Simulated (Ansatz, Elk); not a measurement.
# Bonding as seen by X-rays: ZnCr2As2

The structure of ZnCr2As2 used here is made up (a known structure type with other elements) and was relaxed beforehand with PBE. The aim is the Fourier transform of its all-electron density, F(hkl), set beside the sum over free spherical atoms that refinements use.

Main program and level: Elk 11.2.3 (patched build); DFT, PBE, all-electron APW+lo, Dirac cores, scalar-relativistic bands, static density, ferromagnetic start.

The structure was built from a prototype and need not be the compound's stable phase.

**1. Starting point**

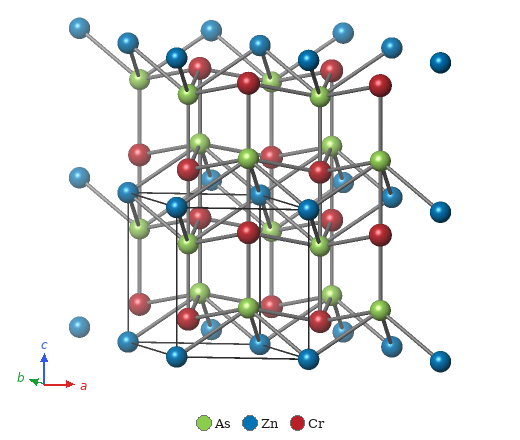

The cell as given, slightly off an axis (arsenic green, zinc blue, chromium red). 2×2×2 cells are drawn. Bonds to atoms that aren't drawn are left out. Some periodic images of atoms are drawn too.

**2. Ground state and structure factors**

An all-electron density is needed, since X-rays see the cores too. Task 0 finds the density and task 195 Fourier-transforms it; tshift is off so that phases refer to the origin typed.

elk.in

```
tasks
  0
  195
  196

xctype
  20

spinpol
  .true.

rgkmax
  7.0

gmaxvr
  14.0

lmaxo
  7

lmaxapw
  8

swidth
  0.002

tshift
  .false.

hmaxvr
  5.5

maxscl
  120

epspot
  1e-06

reducebf
  0.8

sppath
  './'

avec
  8.36401137118 -0.00000000000 -0.00000000000
  -4.18200568559 7.24344632498 0.00000000000
  -0.00000000000 0.00000000000 9.43748309424

atoms
  3
  'As.in'
  2
  0.6666666667 0.3333333333 0.3042837030   0.000000 0.000000 0.000000
  0.3333333333 0.6666666667 0.6957162970   0.000000 0.000000 0.000000
  'Zn.in'
  1
  -0.0000000000 0.0000000000 -0.0000000000   0.000000 0.000000 0.000000
  'Cr.in'
  2
  0.6666666667 0.3333333333 0.8086649223   0.000000 0.000000 -0.130000
  0.3333333333 0.6666666667 0.1913350777   0.000000 0.000000 -0.130000

ngridk
  5 5 4
```

Command:

```console
$ OMP_NUM_THREADS=4 elk
```

Numbers of over 12 decimals in the logs are rounded to 6 here.

What it wrote:

```text
┌─────────────────────────┐
│ Elk code version 11.2.3 │
└─────────────────────────┘

All units are atomic (Hartree, Bohr, etc.)

┌─────────────────────────────────────────────────┐
│ Ground-state run starting from atomic densities │
└─────────────────────────────────────────────────┘

Lattice vectors :
   8.364011371      -0.000000000      -0.000000000
  -4.182005686       7.243446325       0.000000000
  -0.000000000       0.000000000       9.437483094

Reciprocal lattice vectors :
  0.7512167342      0.4337151837       0.000000000
   0.000000000      0.8674303674       0.000000000
   0.000000000       0.000000000      0.6657691722

Unit cell volume      :    571.7629996
Brillouin zone volume :   0.4338339725

Muffin-tin inner radius fraction :   0.1000000000E-01

Nuclei treated as point charges

Species : 1 (As)
 parameters loaded from : As.in
 name : arsenic
 nuclear charge    :   -33.00000000
 electronic charge :    33.00000000
 atomic mass :    136573.7220
 muffin-tin radius :    2.313696932
 number of radial points in muffin-tin :    993
 inner part over the whole radius :   0.9968543491E-02
 number on inner part of muffin-tin    :    702
 approximate nuclear radius :   0.7712558785E-04
 number of mesh points to nuclear radius :    342
 atomic positions (lattice), magnetic fields (Cartesian) :
  1 :  -0.33333333  0.33333333  0.30428370    0.00000000  0.00000000  0.00000000
  2 :   0.33333333 -0.33333333 -0.30428370    0.00000000  0.00000000  0.00000000

Species : 2 (Zn)
 parameters loaded from : Zn.in
 name : zinc
 nuclear charge    :   -30.00000000
 electronic charge :    30.00000000
 atomic mass :    119233.3130
 muffin-tin radius :    2.400000000
 number of radial points in muffin-tin :    993
 inner part over the whole radius :   0.9843840322E-02
 number on inner part of muffin-tin    :    701
 approximate nuclear radius :   0.7484757725E-04
 number of mesh points to nuclear radius :    337
 atomic positions (lattice), magnetic fields (Cartesian) :
  1 :   0.00000000  0.00000000  0.00000000    0.00000000  0.00000000  0.00000000

Species : 3 (Cr)
 parameters loaded from : Cr.in
 name : chromium
 nuclear charge    :   -24.00000000
 electronic charge :    24.00000000
 atomic mass :    94783.09202
 muffin-tin radius :    2.313696932
 number of radial points in muffin-tin :    993
 inner part over the whole radius :   0.9965372135E-02
 number on inner part of muffin-tin    :    699
 approximate nuclear radius :   0.6987106690E-04
 number of mesh points to nuclear radius :    329
 atomic positions (lattice), magnetic fields (Cartesian) :
  1 :  -0.33333333  0.33333333 -0.19133508    0.00000000  0.00000000 -0.13000000
  2 :   0.33333333 -0.33333333  0.19133508    0.00000000  0.00000000 -0.13000000

Total number of atoms per unit cell :    5
Total muffin-tin volume :    265.4296843
 ratio of muffin-tin to unit cell volume :   0.4642302570

Spin treatment :
 spin-polarised
 global magnetic field (Cartesian) :    0.000000000       0.000000000       0.000000000
 collinear magnetisation in z-direction

Number of Bravais lattice symmetries :   24
Number of crystal symmetries         :   12
Crystal has inversion symmetry
Real symmetric eigensolver will be used

k-point grid :      5     5     4
k-point offset :    0.000000000       0.000000000       0.000000000
k-point set is reduced with full crystal symmetry group
Total number of k-points :       17

Muffin-tin radius times maximum |G+k| :    7.000000000
 using average radius
Maximum |G+k| for APW functions       :    3.003057698
Maximum (1/2)|G+k|²                   :    4.509177767
Maximum |G| for potential and density :    14.00000000
Constant for pseudocharge density :    8
 order of it for each species :   15  15  15
 order of it for pair densities of each species (exact exchange by exxq0 0: 16) :    9  10   9
Radial integration step length :    1

G-vector grid sizes :     40    40    45
Number of G-vectors :    26449

Maximum angular momentum used for
[...]
RMS change in Kohn-Sham potential (target) :    3.466376390     (  0.1000000000E-05)
Absolute change in total energy (target)   :    2.710082585     (  0.1000000000E-03)

[... loops 3 to 19 left out ...]

┌──────────────────┐
│ Loop number : 20 │
└──────────────────┘

Energies :
 Fermi                       :     0.277142
 sum of occupied eigenvalues :     -4858.8316590841
 electron kinetic            :      8578.8253100793
 core electron kinetic       :      7801.5457386081
 Coulomb                     :     -16661.696234363
 Coulomb potential           :     -12999.429716698
 nuclear-nuclear             :     -1207.2081559828
 electron-nuclear            :     -17942.689495776
 Hartree                     :      2488.2014173961
 Madelung                    :     -10161.981376014
 xc potential                :     -437.93715562620
 xc effective B-field        :    -0.290063
 external B-field            :      0.000000
 exchange                    :     -330.31981570843
 correlation                 :     -6.858522
 electron entropic           :    -0.62264840546662E-03
 total energy                :     -8420.0498848715
 (external B-field energy excluded from total)

Density of states at Fermi energy :    38.97346766
 (states/Hartree/unit cell)

Estimated indirect band gap :   0.6513415573E-02
 from k-point 7 to k-point 1
Estimated direct band gap   :   0.8394071191E-02
 at k-point 1

Charges :
 core                        :    68.00000000
 valence                     :    76.00000000
 interstitial                :    7.382824330
 muffin-tins (core leakage)
  species : 1 (As)
[...]
species : 2 (Zn)
[...]
species : 3 (Cr)
[...]
total in muffin-tins        :    136.6171757
 total calculated charge     :    143.9986202
 total charge                :    144.0000000
 error                       :   0.1379775655E-02

Moments :
 interstitial                :   0.4969007335
 muffin-tins
  species : 1 (As)
[...]
species : 2 (Zn)
[...]
species : 3 (Cr)
[...]
total in muffin-tins        :    5.144474886
 total moment                :    5.641375620

RMS change in Kohn-Sham potential (target) :   0.3326851836E-06 (  0.1000000000E-05)
Absolute change in total energy (target)   :   0.9956103531E-04 (  0.1000000000E-03)

Convergence targets achieved

┌──────────────────┐
│ Loop number : 21 │
└──────────────────┘

Energies :
 Fermi                       :     0.277142
 sum of occupied eigenvalues :     -4858.8316834521
 electron kinetic            :      8578.8252911871
 core electron kinetic       :      7801.5457371745
 Coulomb                     :     -16661.696221930
 Coulomb potential           :     -12999.429738532
 nuclear-nuclear             :     -1207.2081559828
 electron-nuclear            :     -17942.689448779
 Hartree                     :      2488.2013828313
 Madelung                    :     -10161.981352664
 xc potential                :     -437.93714749718
 xc effective B-field        :    -0.290060
 external B-field            :      0.000000
 exchange                    :     -330.31981144994
 correlation                 :     -6.858523
 electron entropic           :    -0.62262302162025E-03
 total energy                :     -8420.0498873368
 (external B-field energy excluded from total)

Density of states at Fermi energy :    38.97162768
 (states/Hartree/unit cell)

Estimated indirect band gap :   0.6511742823E-02
 from k-point 7 to k-point 1
Estimated direct band gap   :   0.8392402834E-02
 at k-point 1

Charges :
 core                        :    68.00000000
 valence                     :    76.00000000
 interstitial                :    7.382826534
 muffin-tins (core leakage)
  species : 1 (As)
[...]
species : 2 (Zn)
   atom 1                    :    28.93013865     (  0.8090499274E-04)
  species : 3 (Cr)
   atom 1                    :    22.54527117     ( -0.2213566610E-06)
   atom 2                    :    22.54527117     ( -0.2213566610E-06)
 total in muffin-tins        :    136.6171735
 total calculated charge     :    143.9986202
 total charge                :    144.0000000
 error                       :   0.1379774515E-02

Moments :
 interstitial                :   0.4969006720
 muffin-tins
  species : 1 (As)
[...]
species : 2 (Zn)
   atom 1                    :  -0.2567992038E-02
  species : 3 (Cr)
   atom 1                    :    2.717660895
   atom 2                    :    2.717660895
 total in muffin-tins        :    5.144445551
 total moment                :    5.641346223

┌──────────────────────────────┐
│ Self-consistent loop stopped │
└──────────────────────────────┘

Warning : core states of species 1 leak from the muffin-tin :   0.2412480491E-03

Wrote STATE.OUT
```

Wall time 3.4 min (4 threads of Arm Neoverse V1, shared host); peak memory 0.49 GiB; 11 min of CPU time.

SFACRHO.OUT:

```text

h k l indices transformed by vhmat matrix:
   1.000000000       0.000000000       0.000000000    
   0.000000000       1.000000000       0.000000000    
   0.000000000       0.000000000       1.000000000    

      h      k      l  multipl.   |H|            Re(F)            Im(F)           |F|

      0      0      0      1   0.0000000       144.00000      0.25807983E-17   144.00000    
      0      0      1      2  0.66576917       23.216853     -0.39674028E-14   23.216853    
      1     -1      0      6  0.86743037      -23.158269      -0.0000000       23.158269    
      0     -1      1      6   1.0934734       41.974335      0.11406283E-13   41.974335    
      0     -1     -1      6   1.0934734       13.699715      0.11902208E-13   13.699715    
      0      0      2      2   1.3315383      -43.126092      -0.0000000       43.126092    
     -2      1      0      6   1.5024335       107.74478     -0.48113865E-16   107.74478    
     -1      0      2      6   1.5891601       100.54982      0.15869611E-13   100.54982    
      0     -1      2      6   1.5891601       7.9028955     -0.99185070E-14   7.9028955    
     -1      2      1     12   1.6433365       17.786724      -0.0000000       17.786724    
      2     -2      0      6   1.7348607      -17.908171      -0.0000000       17.908171    
      2     -2      1      6   1.8582224       36.603271      0.49592535E-15   36.603271    
     -2      0     -1      6   1.8582224       10.354304      0.59511042E-14   10.354304    
      0      0      3      2   1.9973075       32.455896      0.23804417E-13   32.455896    
     -1      2      2     12   2.0075609      -36.351901      0.39674028E-14   36.351901    
      1     -1      3      6   2.1775382       22.353296     -0.19837014E-14   22.353296    
      1     -1     -3      6   2.1775382       5.0410358      0.69429549E-14   5.0410358    
      0     -2      2      6   2.1869468       86.947168      0.43145505E-13   86.947168
```

Elk indexes on the primitive cell of elk.in and gives |H| = 4π sin θ/λ in inverse bohr. Below, one row stands for each form hkl of the conventional cell (m members, Friedel mates merged), F is for one primitive cell and the density is static (no thermal factor). Free-atom factors are Waasmaier and Kirfel's, and R is Σm||F|−|F'||/Σm|F|.

| hkl | m | sin θ/λ (Å⁻¹) | abs F, DFT | neutral atoms | diff. |
| --- | --- | --- | --- | --- | --- |
| 001 | 2 | 0.100 | 23.217 | 23.237 | -0.020 |
| 100 | 6 | 0.130 | 23.158 | 23.034 | +0.124 |
| 101 | 6 | 0.164 | 41.974 | 41.465 | +0.509 |
| 011 | 6 | 0.164 | 13.700 | 14.154 | -0.454 |
| 002 | 2 | 0.200 | 43.126 | 43.461 | -0.335 |
| 110 | 6 | 0.226 | 107.745 | 108.582 | -0.837 |
| 012 | 6 | 0.239 | 100.550 | 101.415 | -0.865 |
| 102 | 6 | 0.239 | 7.903 | 7.877 | +0.026 |
| 111 | 12 | 0.247 | 17.787 | 18.207 | -0.420 |
| 200 | 6 | 0.261 | 17.908 | 18.121 | -0.213 |
| 021 | 6 | 0.279 | 36.603 | 36.643 | -0.040 |
| 201 | 6 | 0.279 | 10.354 | 10.664 | -0.309 |
| 003 | 2 | 0.300 | 32.456 | 32.800 | -0.344 |
| 112 | 12 | 0.302 | 36.352 | 36.609 | -0.257 |

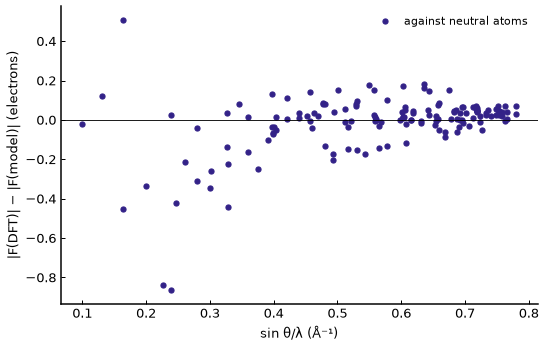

Difference between the calculated structure factors and the independent-atom ones.

**3. The magnetisation density**

The same run holds the spin density, and task 196 transforms it. The order is that of the start, and no other was tried.

SFACMAG_1.OUT:

```text

h k l indices transformed by vhmat matrix:
   1.000000000       0.000000000       0.000000000    
   0.000000000       1.000000000       0.000000000    
   0.000000000       0.000000000       1.000000000    

      h      k      l  multipl.   |H|            Re(F)            Im(F)           |F|

      0      0      0      1   0.0000000       5.6413465     -0.92766856E-17   5.6413465    
      0      0      1      2  0.66576917       1.7714091     -0.74388802E-15   1.7714091    
      1     -1      0      6  0.86743037      -2.1558718      0.49592535E-15   2.1558718    
      0     -1      1      6   1.0934734      -4.1892480     -0.74388802E-15   4.1892480    
      0     -1     -1      6   1.0934734       2.7412196      0.24796267E-15   2.7412196    
      0      0      2      2   1.3315383      -2.5901531      0.37194401E-15   2.5901531    
     -2      1      0      6   1.5024335       2.8138141      0.18896780E-16   2.8138141    
     -1      0      2      6   1.5891601       2.5976646     -0.37194401E-15   2.5976646    
      0     -1      2      6   1.5891601     -0.56920862     -0.24796267E-15  0.56920862    
     -1      2      1     12   1.6433365      0.94556666     -0.24796267E-15  0.94556666    
      2     -2      0      6   1.7348607      -1.2159375     -0.12398134E-15   1.2159375    
      2     -2      1      6   1.8582224      -1.9989883      -0.0000000       1.9989883    
     -2      0     -1      6   1.8582224       1.2553149      -0.0000000       1.2553149    
      0      0      3      2   1.9973075      -1.7241130      0.49592535E-15   1.7241130    
     -1      2      2     12   2.0075609      -1.3997473      0.49592535E-15   1.3997473    
      1     -1      3      6   2.1775382      0.15616425     -0.12398134E-15  0.15616425
```

The total moment is 5.64 μB a cell; sphere moments: As1 -0.14, As2 -0.14, Zn3 0.00, Cr4 +2.72, Cr5 +2.72 μB. Polarised neutrons measure spin and orbital magnetisation together; without spin-orbit coupling the run gives the spin part:

| hkl | sin θ/λ (Å⁻¹) | abs F_M (μB) |
| --- | --- | --- |
| 001 | 0.100 | 1.771 |
| 100 | 0.130 | 2.156 |
| 101 | 0.164 | 4.189 |
| 011 | 0.164 | 2.741 |
| 002 | 0.200 | 2.590 |
| 110 | 0.226 | 2.814 |
| 012 | 0.239 | 2.598 |
| 102 | 0.239 | 0.569 |
| 111 | 0.247 | 0.946 |
| 200 | 0.261 | 1.216 |
| 021 | 0.279 | 1.999 |
| 201 | 0.279 | 1.255 |
| 003 | 0.300 | 1.724 |
| 112 | 0.302 | 1.400 |

**4. Outcome**

| Item | Value |
| --- | --- |
| R against neutral atoms, sin θ/λ < 0.3 Å⁻¹ | 1.04 % |
| R against neutral atoms, 0.3 to 0.78 Å⁻¹ | 0.29 % |

Independent neutral atoms miss the calculated amplitudes by R = 1.04 % below 0.3 Å⁻¹ and 0.29 % from there to 0.78 Å⁻¹; by shells, 0.42 % below 0.15 Å⁻¹ (2 forms), 1.09 % 0.15 to 0.3 (10 forms), 0.38 % 0.3 to 0.45 (22 forms), 0.27 % above 0.45 (115 forms). Bonding, aspherical density and the tables' own atoms all enter these figures, and the runs don't part them. The largest change of an amplitude is -0.87 electrons, at 012. The magnetic order is that of the start. No other order was tried here, and an antiferromagnetic one would change or move the magnetic intensity. The basis has no finished test. The k-mesh has no finished test. Part of the difference isn't bonding: the tables are fits to free atoms and ions calculated by other methods than this functional. Thermal motion, anomalous dispersion and extinction are left out.

[Logs are printed without paths, hosts, clocks, repeated set-up lines and the standing remarks that a program may print on its own settings, such as how far it seeks lower states.]

[Hosts, paths, dates, database ids (printed as entryN), source tags and the programs' standing remarks are cut or masked in the printed files.]
